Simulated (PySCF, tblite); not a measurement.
**C₆H₁₀OSi: a rotation path, then NMR shifts on frames**

Aim: move C₆H₁₀OSi (`O=C1C=C[C@@H](C[SiH3])C1`) away from its starting geometry and see how NMR shifts follow the geometry.

Computed with tblite 0.8.0 and PySCF 2.14.0, with density-fitted response routines of our own, on a single molecule in the gas phase. Atoms count from 0, in the outputs and in this text.

## 1. The molecule as given

18 atoms, charge 0, multiplicity 1; geometry from: GFN2-xTB.

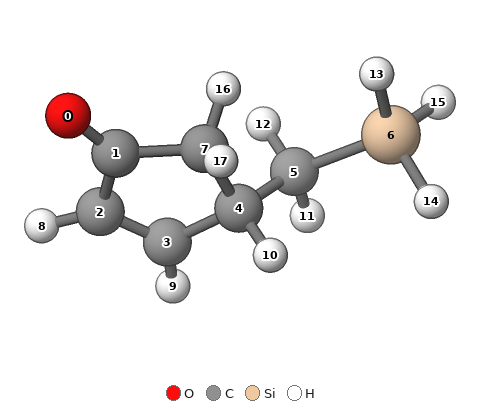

As it starts; oxygen red, carbon grey, silicon light orange, hydrogen white, atoms numbered.

## 2. A band between two rotamers with GFN2-xTB

The job: settings as JSON, then the geometry in Å.

```
{"job": {"kind": "neb", "xc": "GFN2-xTB", "basis": "xTB", "atoms": [6, 5, 4, 7], "turn": 120}, "charge": 0, "multiplicity": 1}
O     -1.206839     2.045391     2.500004
C     -1.153901     1.294871     1.556449
C     -2.143938     1.137025     0.483439
C     -1.755722     0.196950    -0.375606
C     -0.431284    -0.413130    -0.029014
C      0.568055    -0.246766    -1.179074
Si     2.235467    -1.121627    -0.885523
C     -0.023406     0.322625     1.252266
H     -3.045303     1.722091     0.443316
H     -2.294865    -0.118044    -1.254358
H     -0.567252    -1.484084     0.159887
H      0.117766    -0.647114    -2.090617
H      0.719934     0.820083    -1.355026
H      2.895571    -0.595438     0.309054
H      1.976461    -2.552417    -0.712196
H      3.080525    -0.897773    -2.058005
H      0.898370     0.889977     1.123127
H      0.121599    -0.346301     2.100219
```

With the program's defaults for keys left out, this is: GFN2-xTB climbing-image nudged elastic band, gas phase.

Started as:

```bash
OMP_NUM_THREADS=1 python probes_run.py task.json out
```

This one command runs all jobs of the session in turn.

The program printed:

```text
image   E - E0 / eV
  0       0.0000
  1       0.0242
  2       0.0730
  3       0.1168
  4       0.1313
  5       0.1085
  6       0.0630
  7       0.0245
  8       0.0106
```

Run time: 3.5 s. Hardware: 1 thread of AMD EPYC 9R14, shared host; peak memory 0.18 GiB.

The final band, with the dihedral Si6–C5–C4–C7:

```tsv
image	dihedral (°)	energy (eV)	energy (kcal/mol)
0	69	0.000	0.0
1	82	0.024	0.6
2	96	0.073	1.7
3	110	0.117	2.7
4	124	0.131	3.0
5	138	0.108	2.5
6	152	0.063	1.5
7	167	0.025	0.6
8	180	0.011	0.2
```

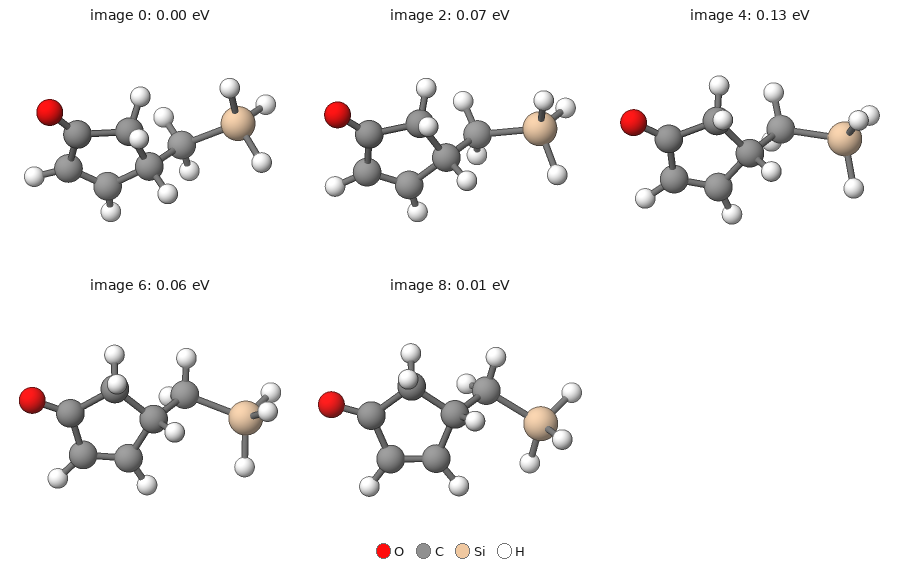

Images along the band.

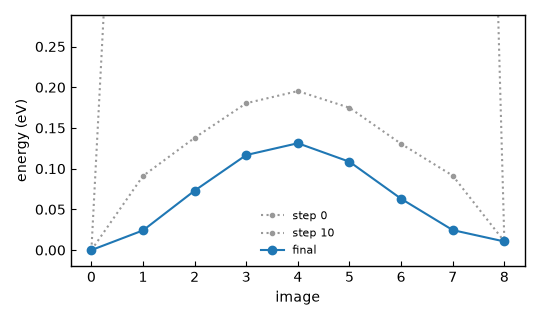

Energy along the band, early and final.

## 3. Shielding tensors: image 0, PBE0/pcSseg-1

The job: settings as JSON, then the geometry in Å.

```
{"job": {"kind": "nmr", "xc": "PBE0", "basis": "pcSseg-1", "pop": false}, "charge": 0, "multiplicity": 1}
O     -1.206800     2.045400     2.500000
C     -1.153900     1.294900     1.556400
C     -2.143900     1.137000     0.483400
C     -1.755700     0.196900    -0.375600
C     -0.431300    -0.413100    -0.029000
C      0.568100    -0.246800    -1.179100
Si     2.235500    -1.121600    -0.885500
C     -0.023400     0.322600     1.252300
H     -3.045300     1.722100     0.443300
H     -2.294900    -0.118000    -1.254400
H     -0.567300    -1.484100     0.159900
H      0.117800    -0.647100    -2.090600
H      0.719900     0.820100    -1.355000
H      2.895600    -0.595400     0.309100
H      1.976500    -2.552400    -0.712200
H      3.080500    -0.897800    -2.058000
H      0.898400     0.890000     1.123100
H      0.121600    -0.346300     2.100200
```

With the program's defaults for keys left out, this is: GIAO PBE0/pcSseg-1 NMR shielding, non-relativistic, gas phase.

The program printed:

```text
coarse grid: 15432 points
cycle   1  E = -598.6291000278  dE =  1.109e+00  |g| = 7.931e-01  |ddm| = 3.855e+00
cycle   2  E = -598.2536166580  dE =  3.755e-01  |g| = 1.587e+00  |ddm| = 2.908e+00
cycle   3  E = -598.7513846968  dE = -4.978e-01  |g| = 2.007e-01  |ddm| = 2.268e+00
cycle   4  E = -598.7604360880  dE = -9.051e-03  |g| = 6.545e-02  |ddm| = 2.415e-01
cycle   5  E = -598.7613893662  dE = -9.533e-04  |g| = 2.168e-02  |ddm| = 7.941e-02
cycle   6  E = -598.7614979073  dE = -1.085e-04  |g| = 6.951e-03  |ddm| = 2.418e-02
cycle   7  E = -598.7615092520  dE = -1.134e-05  |g| = 1.956e-03  |ddm| = 7.452e-03
cycle   8  E = -598.7615100401  dE = -7.882e-07  |g| = 5.846e-04  |ddm| = 2.332e-03
final grid: 144104 points
cycle   9  E = -598.8192779973  dE = -2.437e-05  |g| = 1.230e-02  |ddm| = 3.296e-02
cycle  10  E = -598.8191871127  dE =  9.088e-05  |g| = 2.461e-02  |ddm| = 3.284e-02
cycle  11  E = -598.8193091587  dE = -1.220e-04  |g| = 2.102e-03  |ddm| = 2.398e-02
cycle  12  E = -598.8193101058  dE = -9.471e-07  |g| = 2.498e-04  |ddm| = 2.083e-03
cycle  13  E = -598.8193101189  dE = -1.310e-08  |g| = 1.063e-04  |ddm| = 4.070e-04
cycle  14  E = -598.8193101215  dE = -2.595e-09  |g| = 3.061e-05  |ddm| = 1.210e-04
cycle  15  E = -598.8193101216  dE = -1.764e-10  |g| = 1.326e-05  |ddm| = 3.879e-05
converged SCF energy = -598.8193101216

GIAO shielding tensors (ppm)
atom      isotropic    diamagn.    paramagn.     s11        s22        s33       span
  0 O     -297.542     395.072    -692.614   -877.233   -367.789    352.396   1229.629
  1 C      -23.737     249.222    -272.959   -101.499    -29.948     60.235    161.734
  2 C       46.631     255.424    -208.792    -51.078     53.208    137.763    188.840
  3 C        7.251     255.810    -248.558   -124.011      6.026    139.739    263.750
  4 C      144.841     247.903    -103.063    136.875    141.123    156.524     19.649
  5 C      168.337     251.749     -83.412    149.818    166.664    188.529     38.711
  6 Si     420.463     879.518    -459.055    393.858    402.773    464.758     70.900
  7 C      142.483     251.754    -109.271    128.121    137.993    161.335     33.214
  8 H       25.487      30.659      -5.171     23.947     24.848     27.668      3.721
  9 H       23.901      31.671      -7.771     19.381     24.630     27.691      8.310
 10 H       28.936      32.688      -3.752     25.790     27.141     33.877      8.086
 11 H       30.638      31.667      -1.029     25.522     29.306     37.086     11.564
 12 H       31.316      32.058      -0.742     27.375     30.289     36.283      8.908
 13 H       27.789      28.925      -1.136     23.783     27.285     32.300      8.516
 14 H       27.880      28.929      -1.049     24.707     25.950     32.982      8.275
 15 H       27.775      28.217      -0.442     24.348     25.314     33.662      9.314
 16 H       29.928      32.281      -2.354     25.191     31.252     33.341      8.149
 17 H       29.208      31.049      -1.841     25.215     27.995     34.413      9.199
```

Run time: 21 s. Hardware: 1 thread of AMD EPYC 9R14, shared host; peak memory 0.86 GiB.

Shifts follow as δ = σ(reference) − σ, with reference shieldings (ppm) from runs at the same level and on the same kind of geometry: ¹H TMS 31.72, ¹³C TMS 186.9, ²⁹Si TMS 349.2, ¹⁷O H2O 336.1. The references are single molecules in the gas phase, so shifts against H2O, NH3, PH3, H3PO4 or CFCl3 are not on the usual liquid scales and can be off by tens of ppm. Each atom is listed at this fixed geometry, with no averaging over motion; a spectrum would average atoms that exchange fast.

```tsv
atoms	environment	σ (ppm)	δ (ppm)
C1	ketone carbonyl carbon	-23.7	210.7
C3	β carbon of a C=C–C=O unit	7.3	179.7
C2	α carbon of a C=C–C=O unit	46.6	140.3
C7	sp3 CH2 α to a carbonyl	142.5	44.4
C4	allylic sp3 CH	144.8	42.1
C5	sp3 CH2 bonded to Si	168.3	18.6
H9	hydrogen on a β carbon of a C=C–C=O unit	23.90	7.82
H8	hydrogen on an α carbon of a C=C–C=O unit	25.49	6.23
H15	hydrogen on a silicon bonded to C	27.77	3.94
H13	hydrogen on a silicon bonded to C	27.79	3.93
H14	hydrogen on a silicon bonded to C	27.88	3.84
H10	hydrogen on an allylic sp3 CH	28.94	2.78
H17	hydrogen on an sp3 CH2 α to a carbonyl	29.21	2.51
H16	hydrogen on an sp3 CH2 α to a carbonyl	29.93	1.79
H11	hydrogen on an sp3 CH2 bonded to Si	30.64	1.08
H12	hydrogen on an sp3 CH2 bonded to Si	31.32	0.40
O0	ketone oxygen	-297.5	633.6
Si6	silicon bonded to C, 3 H	420.5	-71.3
```

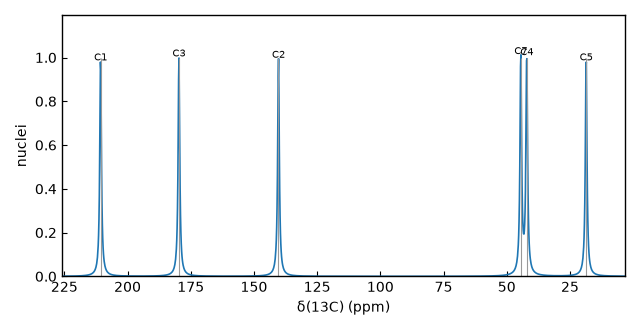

¹³C lines at the computed shifts, without couplings. Lines are broadened to a width of 0.77 ppm (Lorentzian).

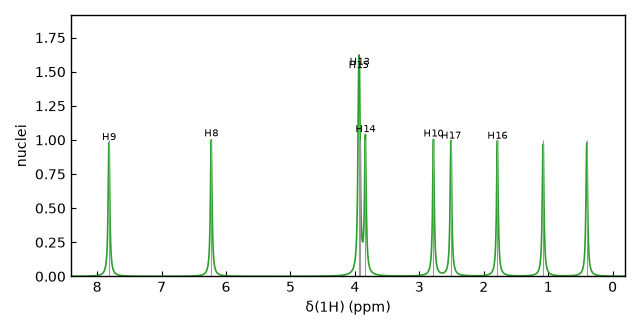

¹H lines at the computed shifts, without couplings. Lines are broadened to a width of 0.03 ppm (Lorentzian).

Ring of atoms C1, C2, C3, C4, C7: NICS(0) 1.2, NICS(1) -3.3, NICS(1)zz -4.3 ppm (means of both faces). The ring holds saturated atoms, so no π current runs round it: these values come from its σ bonds, any local π bonds and neighbouring rings, and say nothing of aromaticity.

## 4. Nuclear shieldings: image 2, PBE0/pcSseg-1

The job: settings as JSON, then the geometry in Å.

```
{"job": {"kind": "nmr", "xc": "PBE0", "basis": "pcSseg-1", "pop": false}, "charge": 0, "multiplicity": 1}
O     -1.510000     2.172500     2.397100
C     -1.314900     1.366400     1.520800
C     -2.236100     0.975100     0.445200
C     -1.676500     0.051100    -0.332400
C     -0.286600    -0.320100     0.089800
C      0.721300    -0.095600    -1.050600
Si     2.168100    -1.332800    -1.066900
C     -0.040300     0.556800     1.322500
H     -3.218400     1.402500     0.344600
H     -2.130100    -0.412100    -1.194900
H     -0.282000    -1.379600     0.368900
H      0.196200    -0.185800    -2.003300
H      1.084100     0.932300    -1.011800
H      2.946500    -1.247000     0.168200
H      1.598100    -2.678400    -1.189800
H      3.009100    -1.030300    -2.224700
H      0.791900     1.246300     1.179700
H      0.170900    -0.015200     2.226000
```

With the program's defaults for keys left out, this is: GIAO PBE0/pcSseg-1 NMR shielding, non-relativistic, gas phase.

The program printed:

```text
coarse grid: 15432 points
cycle   1  E = -598.6249717355  dE =  1.103e+00  |g| = 7.932e-01  |ddm| = 3.852e+00
cycle   2  E = -598.2493595569  dE =  3.756e-01  |g| = 1.587e+00  |ddm| = 2.921e+00
cycle   3  E = -598.7473053733  dE = -4.979e-01  |g| = 2.009e-01  |ddm| = 2.277e+00
cycle   4  E = -598.7563991520  dE = -9.094e-03  |g| = 6.507e-02  |ddm| = 2.414e-01
cycle   5  E = -598.7573416161  dE = -9.425e-04  |g| = 2.153e-02  |ddm| = 7.861e-02
cycle   6  E = -598.7574486471  dE = -1.070e-04  |g| = 6.905e-03  |ddm| = 2.406e-02
cycle   7  E = -598.7574598309  dE = -1.118e-05  |g| = 1.966e-03  |ddm| = 7.460e-03
cycle   8  E = -598.7574606297  dE = -7.987e-07  |g| = 5.796e-04  |ddm| = 2.318e-03
final grid: 144104 points
cycle   9  E = -598.8166333227  dE = -1.952e-05  |g| = 1.283e-02  |ddm| = 3.424e-02
cycle  10  E = -598.8165334901  dE =  9.983e-05  |g| = 2.588e-02  |ddm| = 3.403e-02
cycle  11  E = -598.8166668358  dE = -1.333e-04  |g| = 2.050e-03  |ddm| = 2.503e-02
cycle  12  E = -598.8166677499  dE = -9.141e-07  |g| = 2.504e-04  |ddm| = 2.039e-03
cycle  13  E = -598.8166677633  dE = -1.343e-08  |g| = 9.865e-05  |ddm| = 3.870e-04
cycle  14  E = -598.8166677656  dE = -2.256e-09  |g| = 2.290e-05  |ddm| = 1.036e-04
cycle  15  E = -598.8166677657  dE = -1.196e-10  |g| = 4.692e-06  |ddm| = 2.856e-05
converged SCF energy = -598.8166677657

GIAO shielding tensors (ppm)
atom      isotropic    diamagn.    paramagn.     s11        s22        s33       span
  0 O     -298.244     394.621    -692.865   -880.089   -366.817    352.176   1232.265
  1 C      -24.096     250.063    -274.158   -101.700    -29.873     59.286    160.987
  2 C       46.871     255.204    -208.333    -50.739     53.326    138.025    188.764
  3 C        7.062     256.060    -248.998   -123.510      7.082    137.613    261.123
  4 C      146.028     247.422    -101.394    138.067    142.260    157.758     19.691
  5 C      168.651     250.949     -82.298    142.024    169.468    194.462     52.438
  6 Si     418.785     879.414    -460.628    387.105    404.503    464.748     77.644
  7 C      140.488     250.410    -109.923    122.944    138.572    159.948     37.004
  8 H       25.487      30.710      -5.223     23.903     24.834     27.723      3.820
  9 H       23.971      31.900      -7.929     19.441     24.604     27.870      8.429
 10 H       29.027      33.016      -3.988     25.236     28.244     33.602      8.366
 11 H       30.702      32.082      -1.380     25.677     29.918     36.510     10.832
 12 H       31.198      32.060      -0.862     26.815     30.563     36.216      9.401
 13 H       27.784      28.851      -1.066     24.095     26.692     32.566      8.471
 14 H       27.844      28.953      -1.109     24.499     26.218     32.815      8.316
 15 H       27.729      28.156      -0.427     24.300     25.221     33.666      9.366
 16 H       29.950      31.679      -1.728     25.579     30.653     33.620      8.041
 17 H       29.079      30.617      -1.538     24.960     27.951     34.326      9.365
```

Wall time 23 s (1 thread of AMD EPYC 9R14, shared host); peak memory 0.88 GiB.

Key values: δ C1 211.0, C3 179.9, C2 140.1, C7 46.4, H9 7.75, H8 6.23 ppm.

(Part 1 of 2 ends here.)
